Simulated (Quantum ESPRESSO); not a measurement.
# Collinear magnetic orders of YCrO4 with Quantum ESPRESSO

Wanted: the moments of YCrO4 and the energy of each order that was tried.

Program: Quantum ESPRESSO 7.5. Level of theory: LDA; plane waves with GBRV 1.5 LDA potentials, no spin-orbit coupling. Results are calculated unless marked as measured.

## (1) Starting point

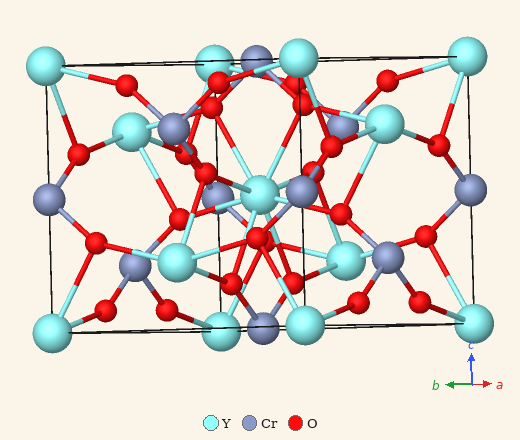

The starting structure, seen from a free direction (yttrium teal, chromium light blue, oxygen red). This picture shows the conventional cell, with its axes. Some periodic images of atoms are drawn too.

As a file:

```cif
data_structure
_symmetry_space_group_name_H-M 'P 1'
_symmetry_Int_Tables_number 1
_cell_length_a 5.9211
_cell_length_b 5.9211
_cell_length_c 5.9211
_cell_angle_alpha 106.179
_cell_angle_beta 106.179
_cell_angle_gamma 116.278
_cell_volume 158.09
loop_
_atom_site_label
_atom_site_type_symbol
_atom_site_fract_x
_atom_site_fract_y
_atom_site_fract_z
_atom_site_occupancy
Y1 Y 0.00000 0.00000 0.00000 1
Y2 Y 0.75000 0.25000 0.50000 1
Cr3 Cr 0.50000 0.50000 0.00000 1
Cr4 Cr 0.25000 0.75000 0.50000 1
O5 O 0.51400 0.33200 0.18200 1
O6 O 0.08200 0.40000 0.31800 1
O7 O 0.15000 0.33200 0.81800 1
O8 O 0.08200 0.76400 0.68200 1
O9 O 0.23600 0.91800 0.31800 1
O10 O 0.66800 0.48600 0.81800 1
O11 O 0.60000 0.91800 0.68200 1
O12 O 0.66800 0.85000 0.18200 1
```

The cell comes from the Crystallography Open Database.

## (2) Start 1: ferro ++

The signs are those of the starting moments on the seeded atoms, the atoms that are given a moment.

Input file pw.in:

```
&CONTROL
  calculation = 'scf'
  prefix = 'pwscf'
  outdir = './tmp'
  pseudo_dir = './pseudo'
  disk_io = 'nowf'
/
&SYSTEM
  ibrav = 0
  celldm(1) = 8
  nat = 12
  ntyp = 3
  ecutwfc = 40
  ecutrho = 280
  nbnd = 67
  occupations = 'smearing'
  smearing = 'fd'
  degauss = 0.00367493
  nspin = 2
  starting_magnetization(1) = 0
  starting_magnetization(2) = 0.2143
  starting_magnetization(3) = 0
/
&ELECTRONS
  conv_thr = 2.4d-08
  electron_maxstep = 150
  mixing_beta = 0.3
/
ATOMIC_SPECIES
Y      88.9058 y_lda_v1.4.uspp.F.UPF
Cr     51.9961 cr_lda_v1.5.uspp.F.UPF
O      15.9990 o_lda_v1.2.uspp.F.UPF
CELL_PARAMETERS alat
  -0.8399832623962    0.8399832623962    0.7382923753147
   0.8399832623962   -0.8399832623962    0.7382923753147
   0.8399832623962    0.8399832623962   -0.7382923753147
ATOMIC_POSITIONS crystal
Y       0.0000000000    0.0000000000    0.0000000000
Y       0.7500000000    0.2500000000    0.5000000000
Cr      0.5000000000    0.5000000000    0.0000000000
Cr      0.2500000000    0.7500000000    0.5000000000
O       0.5140000000    0.3320000000    0.1820000000
O       0.0820000000    0.4000000000    0.3180000000
O       0.1500000000    0.3320000000    0.8180000000
O       0.0820000000    0.7640000000    0.6820000000
O       0.2360000000    0.9180000000    0.3180000000
O       0.6680000000    0.4860000000    0.8180000000
O       0.6000000000    0.9180000000    0.6820000000
O       0.6680000000    0.8500000000    0.1820000000
K_POINTS automatic
4 4 4 0 0 0
```

Started as:

```sh
OMP_NUM_THREADS=1 mpirun -n 4 pw.x -nk 4 -in pw.in > pw.out
```

What it wrote:

```text
Program PWSCF v.7.5 starts

     Message from routine setup:
     using ibrav=0 with symmetry is DISCOURAGED, use correct ibrav instead

     K-points division:     npool     =       4
     Subspace diagonalization in iterative solution of the eigenvalue problem:

     G-vector sticks info
     --------------------
     sticks:   dense  smooth     PW     G-vecs:    dense   smooth      PW
     Sum        2497    1433    457                84471    36447    6633

     Using Slab Decomposition

     bravais-lattice index     =            0
     lattice parameter (alat)  =       8.0000  a.u.
     unit-cell volume          =    1066.8408 (a.u.)^3
     number of atoms/cell      =           12
     number of atomic types    =            3
     number of electrons       =        98.00
     number of Kohn-Sham states=           67
     kinetic-energy cutoff     =      40.0000  Ry
     charge density cutoff     =     280.0000  Ry
     scf convergence threshold =      2.4E-08
     mixing beta               =       0.3000
     number of iterations used =            8  plain     mixing
     Exchange-correlation= SLA  PZ   NOGX NOGC
                           (   1   1   0   0   0   0   0)

     celldm(1)=   8.000000  celldm(2)=   0.000000  celldm(3)=   0.000000
     celldm(4)=   0.000000  celldm(5)=   0.000000  celldm(6)=   0.000000

     crystal axes: (cart. coord. in units of alat)
               a(1) = (  -0.839983   0.839983   0.738292 )
               a(2) = (   0.839983  -0.839983   0.738292 )
               a(3) = (   0.839983   0.839983  -0.738292 )

     reciprocal axes: (cart. coord. in units 2 pi/alat)
               b(1) = ( -0.000000  0.595250  0.677238 )
               b(2) = (  0.595250 -0.000000  0.677238 )
               b(3) = (  0.595250  0.595250  0.000000 )

     PseudoPot. # 1 for Y  read from file:
     y_lda_v1.4.uspp.F.UPF
     Pseudo is Ultrasoft + core correction, Zval = 11.0
     Generated by new atomic code, or converted to UPF format
     Using radial grid of  885 points,  6 beta functions with:
                l(1) =   0
                l(2) =   0
                l(3) =   1
                l(4) =   1
                l(5) =   2
                l(6) =   2
     Q(r) pseudized with  8 coefficients,  rinner =    1.200   1.200   1.200
                                                       1.200   1.200

     PseudoPot. # 2 for Cr read from file:
     cr_lda_v1.5.uspp.F.UPF
     Pseudo is Ultrasoft + core correction, Zval = 14.0
     Generated by new atomic code, or converted to UPF format
     Using radial grid of  857 points,  6 beta functions with:
                l(1) =   0
                l(2) =   0
                l(3) =   1
                l(4) =   1
                l(5) =   2
                l(6) =   2
     Q(r) pseudized with  8 coefficients,  rinner =    0.950   0.950   0.950
                                                       0.950   0.950

     PseudoPot. # 3 for O  read from file:
     o_lda_v1.2.uspp.F.UPF
     Pseudo is Ultrasoft + core correction, Zval =  6.0
     Generated by new atomic code, or converted to UPF format
     Using radial grid of  737 points,  5 beta functions with:
                l(1) =   0
                l(2) =   0
                l(3) =   1
                l(4) =   1
                l(5) =   2
     Q(r) pseudized with  8 coefficients,  rinner =    0.900   0.900   0.900
                                                       0.900   0.900

     atomic species   valence    mass     pseudopotential
     Y                11.00    88.90580     Y ( 1.00)
     Cr               14.00    51.99610     Cr( 1.00)
     O                 6.00    15.99900     O ( 1.00)

     Starting magnetic structure
     atomic species   magnetization
     Y               0.000
     Cr              0.214
     O               0.000

     16 Sym. Ops., with inversion, found ( 8 have fractional translation)

   Cartesian axes

     site n.     atom                  positions (alat units)
         1        Y      tau(   1) = (   0.0000000   0.0000000   0.0000000  )
         2        Y      tau(   2) = (   0.0000000   0.8399833   0.3691462  )
         3        Cr     tau(   3) = (   0.0000000   0.0000000   0.7382924  )
         4        Cr     tau(   4) = (   0.8399833   0.0000000   0.3691462  )
         5        O      tau(   5) = (   0.0000000   0.3057539   0.4902261  )
         6        O      tau(   6) = (   0.5342294  -0.0000000   0.1210799  )
         7        O      tau(   7) = (   0.8399833   0.5342294  -0.2480662  )
         8        O      tau(   8) = (   1.1457372   0.0000000   0.1210799  )
         9        O      tau(   9) = (   0.8399833  -0.3057539   0.6172124  )
        10        O      tau(  10) = (   0.5342294   0.8399833   0.2480662  )
        11        O      tau(  11) = (   0.8399833   0.3057539   0.6172124  )
        12        O      tau(  12) = (   0.3057539   0.0000000   0.9863586  )

     number of k points=    13  Fermi-Dirac smearing, width (Ry)=  0.0037
                       cart. coord. in units 2pi/alat
        k(    1) = (   0.0000000   0.0000000   0.0000000), wk =   0.0156250
        k(    2) = (   0.1488125   0.1488125   0.0000000), wk =   0.0625000
        k(    3) = (  -0.2976250  -0.2976250   0.0000000), wk =   0.0312500
        k(    4) = (   0.1488125  -0.0000000   0.1693096), wk =   0.1250000
        k(    5) = (   0.2976250   0.1488125   0.1693096), wk =   0.2500000
        [... 8 further k-points ...]

     Dense  grid:    84471 G-vectors     FFT dimensions: (  60,  60,  60)

     Smooth grid:    36447 G-vectors     FFT dimensions: (  48,  48,  48)

     Check: negative core charge=   -0.000005
     Generating pointlists ...
     new r_m :   0.2260 (alat units)  1.8077 (a.u.) for type    1
     new r_m :   0.1624 (alat units)  1.2993 (a.u.) for type    2
     new r_m :   0.1624 (alat units)  1.2993 (a.u.) for type    3

     Initial potential from superposition of free atoms

     starting charge      95.9924, renormalised to      98.0000

     negative rho (up, down):  1.414E-03 9.026E-04
     Starting wfcs are   78 randomized atomic wfcs

     Self-consistent Calculation

     iteration #  1     ecut=    40.00 Ry     beta= 0.30
     Davidson diagonalization with overlap
     ethr =  1.00E-02,  avg # of iterations =  2.3

     negative rho (up, down):  1.352E-03 1.536E-03

     total energy              =    -795.26229450 Ry
     estimated scf accuracy    <       3.49105526 Ry

     total magnetization       =     2.00 Bohr mag/cell
     absolute magnetization    =     2.63 Bohr mag/cell

     iteration #  2     ecut=    40.00 Ry     beta= 0.30
     Davidson diagonalization with overlap
     ethr =  3.56E-03,  avg # of iterations =  2.0

     negative rho (up, down):  9.984E-04 1.503E-03

     total energy              =    -795.50770481 Ry
     estimated scf accuracy    <       3.67832791 Ry

     total magnetization       =     2.00 Bohr mag/cell
     absolute magnetization    =     2.93 Bohr mag/cell

     iteration #  3     ecut=    40.00 Ry     beta= 0.30
     Davidson diagonalization with overlap
     ethr =  3.56E-03,  avg # of iterations =  1.5

     negative rho (up, down):  8.014E-04 1.866E-03

     total energy              =    -796.02497141 Ry
     estimated scf accuracy    <       0.38504500 Ry

     total magnetization       =     2.00 Bohr mag/cell
     absolute magnetization    =     2.64 Bohr mag/cell

     [... further iterations left out ...]

     iteration # 10     ecut=    40.00 Ry     beta= 0.30
     Davidson diagonalization with overlap
     ethr =  1.48E-08,  avg # of iterations =  3.0

     negative rho (up, down):  6.086E-04 2.203E-03

     total energy              =    -796.07489222 Ry
     estimated scf accuracy    <       0.00000364 Ry

     total magnetization       =     1.94 Bohr mag/cell
     absolute magnetization    =     2.08 Bohr mag/cell

     iteration # 11     ecut=    40.00 Ry     beta= 0.30
     Davidson diagonalization with overlap
     ethr =  3.71E-09,  avg # of iterations =  2.3

     negative rho (up, down):  6.081E-04 2.204E-03

     total energy              =    -796.07489410 Ry
     estimated scf accuracy    <       0.00000235 Ry

     total magnetization       =     1.93 Bohr mag/cell
     absolute magnetization    =     2.08 Bohr mag/cell

     iteration # 12     ecut=    40.00 Ry     beta= 0.30
     Davidson diagonalization with overlap
     ethr =  2.40E-09,  avg # of iterations =  1.6

     negative rho (up, down):  6.077E-04 2.204E-03

     total energy              =    -796.07489434 Ry
     estimated scf accuracy    <       0.00000010 Ry

     total magnetization       =     1.93 Bohr mag/cell
     absolute magnetization    =     2.08 Bohr mag/cell

     iteration # 13     ecut=    40.00 Ry     beta= 0.30
     Davidson diagonalization with overlap
     ethr =  1.05E-10,  avg # of iterations =  3.3

     negative rho (up, down):  6.072E-04 2.205E-03

     Magnetic moment per site  (integrated on atomic sphere of radius R)
     atom   1 (R=0.226)  charge=  7.3612  magn=  0.0143
     atom   2 (R=0.226)  charge=  7.3612  magn=  0.0143
     atom   3 (R=0.162)  charge=  9.8305  magn=  0.6650
     atom   4 (R=0.162)  charge=  9.8305  magn=  0.6650
     atom   5 (R=0.162)  charge=  4.5910  magn=  0.0098
     atom   6 (R=0.162)  charge=  4.5910  magn=  0.0098
     atom   7 (R=0.162)  charge=  4.5910  magn=  0.0098
     atom   8 (R=0.162)  charge=  4.5910  magn=  0.0098
     atom   9 (R=0.162)  charge=  4.5910  magn=  0.0098
     atom  10 (R=0.162)  charge=  4.5910  magn=  0.0098
     atom  11 (R=0.162)  charge=  4.5910  magn=  0.0098
     atom  12 (R=0.162)  charge=  4.5910  magn=  0.0098

     End of self-consistent calculation

     [... lines left out ...]
     the Fermi energy is     8.8606 ev

!    total energy              =    -796.07489437 Ry
     estimated scf accuracy    <          9.3E-09 Ry
     smearing contrib. (-TS)   =      -0.00495110 Ry
     internal energy E=F+TS    =    -796.06994328 Ry

     The total energy is F=E-TS. E is the sum of the following terms:
     one-electron contribution =    -395.56684164 Ry
     hartree contribution      =     240.00168445 Ry
     xc contribution           =    -156.24692809 Ry
     ewald contribution        =    -484.25785800 Ry

     total magnetization       =     1.93 Bohr mag/cell
     absolute magnetization    =     2.08 Bohr mag/cell

     convergence has been achieved in  13 iterations

=------------------------------------------------------------------------------=
   JOB DONE.
=------------------------------------------------------------------------------=
```

It took 60 s on 4 MPI ranks of Arm Neoverse V2, shared host; peak memory 0.91 GiB; 4 min of CPU time.

Spin moment in the atom's sphere by atom:

| atom | spin moment in the atom's sphere (μB) |
| --- | --- |
| Y1 | 0.014 |
| Y2 | 0.014 |
| Cr3 | 0.665 |
| Cr4 | 0.665 |
| O5 | 0.010 |
| O6 | 0.010 |
| O7 | 0.010 |
| O8 | 0.010 |
| O9 | 0.010 |
| O10 | 0.010 |
| O11 | 0.010 |
| O12 | 0.010 |

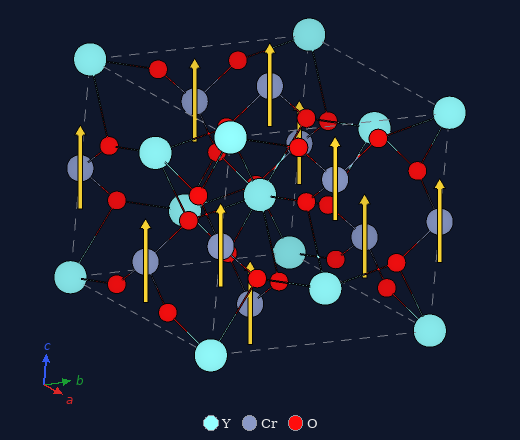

Spin moment in the atom's sphere as arrows, the longest 0.665 μB. Up and down stand for the sign. Arrows give size and sign along the axis of quantisation, drawn up and down the page. Some periodic images of atoms are drawn too.

Numbers from this step:

* smearing term TS: 0.06736 eV
* magnetization: 1.933 μB
* absolute magnetization: 2.075 μB
* final state: ferromagnetic

(Part 1 of 3 ends here.)

[Logs and program files are shortened in this print: banners, set-up blocks, solver, clock and traceback lines can be left out without a mark of their own.]

[Logs are printed without paths, hosts, clocks, repeated set-up lines and the standing remarks that a program may print on its own settings, such as how far it seeks lower states.]

[Hosts, paths, dates, database ids (printed as entryN), source tags and the programs' standing remarks are cut or masked in the printed files.]

[Where a cell is said to come from a database of computed structures, the database is the Materials Project.]
